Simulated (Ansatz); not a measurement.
Single-point calculation of BAsH₆

- system: BAsH₆, SMILES [BH3-][AsH3+]
- method: RKS PBE0-D4/def2-TZVPP (Ansatz 0.2.0)

The geometry comes from this level: PBE0-D4/def2-TZVP.

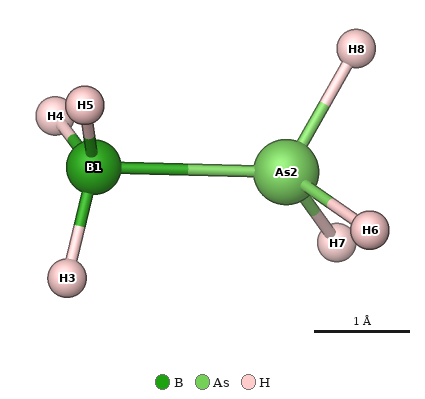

Figure 1. The input geometry (ball-and-stick view, seen at a tilt; atoms are numbered from 1 in the order of the input). Bond lengths as drawn: As–B 2.05 Å, As–H 1.51 Å and B–H 1.21 Å.

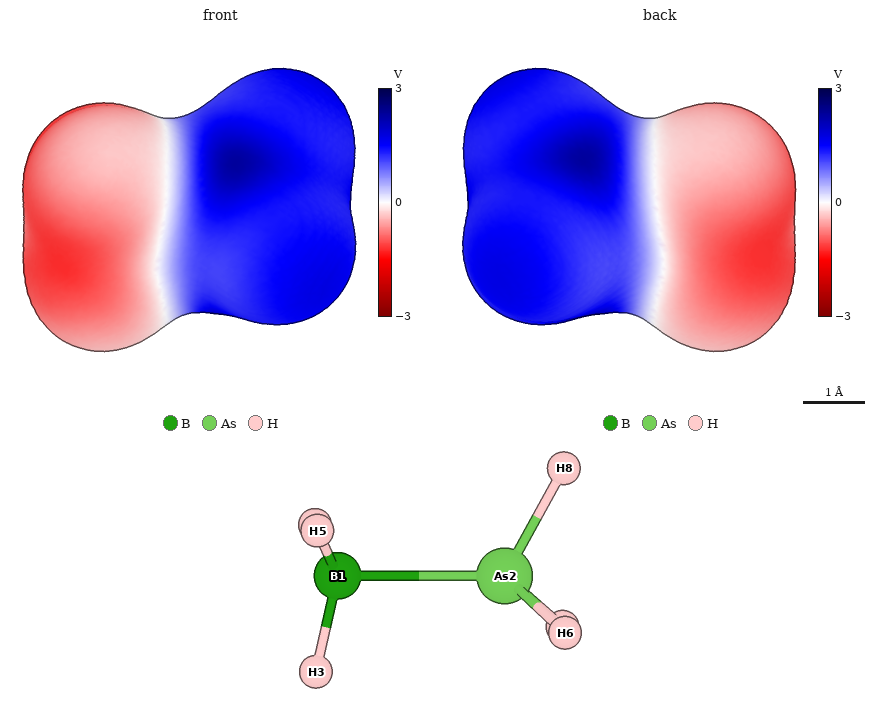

Figure 2. The electrostatic potential painted on the density surface at 0.004 e/bohr³, seen face on and from behind; red is negative and blue positive. The bare structure is drawn below in the same view. A positive charge is drawn to the negative regions and a negative charge to the positive ones.

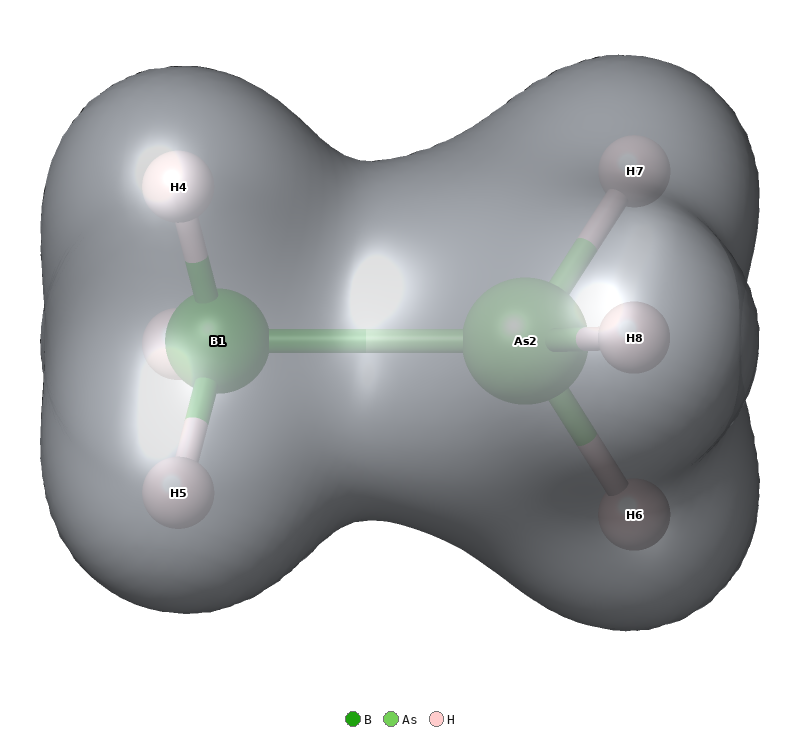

Figure 3. Isosurface of the electron density at 0.1 e/Å³ (grey), seen from the side. At this value the surface is in one piece. On the grid the lowest density along these lines, outside the cores, is 0.62 e/Å³ (B–As, 2.05 Å), 1.1 e/Å³ (B–H, 1.21 Å) and 1.1 e/Å³ (As–H, 1.51 Å).

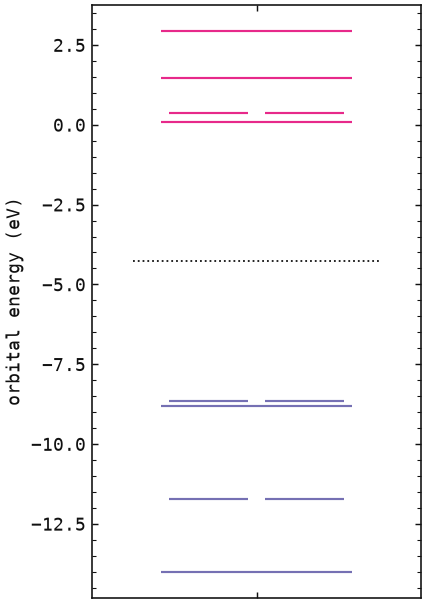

Figure 4. Orbital energies near the frontier; the dotted line parts filled from empty levels, and levels within 0.02 eV of each other stand side by side. Highest filled −8.64 eV, lowest empty 0.10 eV, 8.74 eV apart.

The input that produced these results follows, with the program's output.

**Input file**
```yaml
crystal:
  periodic: [false, false, false]
  atoms:
    - {symbol: B, position_ang: [-0.625364, 0.179003, -1.004078]}
    - {symbol: As, position_ang: [0.463822, -0.139875, 0.702010]}
    - {symbol: H, position_ang: [-1.733568, -0.172438, -0.679931]}
    - {symbol: H, position_ang: [-0.071566, -0.531797, -1.807137]}
    - {symbol: H, position_ang: [-0.491115, 1.364901, -1.184472]}
    - {symbol: H, position_ang: [0.073970, 0.593189, 1.959594]}
    - {symbol: H, position_ang: [0.540872, -1.535702, 1.264743]}
    - {symbol: H, position_ang: [1.935149, 0.185618, 0.693471]}
basis:
  gaussian: {orbitals: def2-TZVPP}
hamiltonian: {xc: pbe0, dispersion: d4}
output: {orbitals: {seedname: orbitals}}
```

Launched with:
```bash
ansatz run in.yaml --threads 4 --pin off --events-out ev --progress --plain --max-ram 10444MiB
```

**Output**
```
Functional definition: PBE0
  name "PBE0"
  cite "Adamo & Barone, J. Chem. Phys. 110, 6158 (1999) doi:10.1063/1.478522"
  cite "Perdew, Burke & Ernzerhof, Phys. Rev. Lett. 77, 3865 (1996) doi:10.1103/PhysRevLett.77.3865"
  parent pbe
  parameter a = 0.25
  parameter kappa = 0.804
  parameter beta = 0.06672455060314922
  exchange = (1 - a)*pbe_x(kappa = kappa, mu = beta*pi^2/3) + a*exact_x
  correlation = pbe_c(beta = beta)
946 factors; their error is unknown
mean field evaluation 1: about -61602.1772 eV, gradient 3.6e1 eV
mean field evaluation 2: about -61601.5590 eV, gradient 3.7e1 eV
mean field evaluation 4: about -61606.0027 eV, gradient 1.1e0 eV
mean field evaluation 8: about -61606.2493 eV, gradient 4.0e-1 eV
mean field -61606.24939112 eV, -2263.9879069082 hartree, gradient 2.1e-5 eV, S^2 0.000000; 0 other end points of the search recorded, 0 dependent functions left out
reference -61606.24942245 eV, -2263.9879080592 hartree; 22, 22 occupied and 141, 141 virtual orbitals, 946 factors
Total energy: -61606.34532259 eV, -2263.9914323243 hartree
```

**Summary**

| quantity | value |
| --- | --- |
| outcome | converged |
| total energy | −61606.3453 eV |
| mean-field energy | −61606.2494 eV |
| dispersion energy | −0.0959 eV |
| SCF solution under orbital rotations | stable |
| HOMO | −8.64 eV |
| LUMO | 0.10 eV |
| hardware | 4 threads of Arm Neoverse V1, 23 GiB of memory available, shared host |
| wall time | 1.2 s (CPU time 4.2 s) |
| peak memory | 0.31 GiB |
